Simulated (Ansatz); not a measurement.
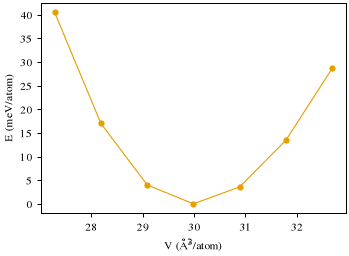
Figure: GaSb (zinc blende, space group No. 216) under volume change, PBE in the plane-wave PAW code Ansatz, scaled uniformly.

Question: What does a third-order Birch–Murnaghan fit give for V₀, B₀ and B′?

Answer: V₀ = 29.99 Å³/atom, B₀ = 44.6 GPa, B′ = 4.8.

Space group F-43m (zinc blende). The PBE relaxation kept the symmetry of its start. Scalar-relativistic: spin–orbit coupling is off unless named, which matters more the heavier the elements.

Potentials: the later of the program's two PAW sets.
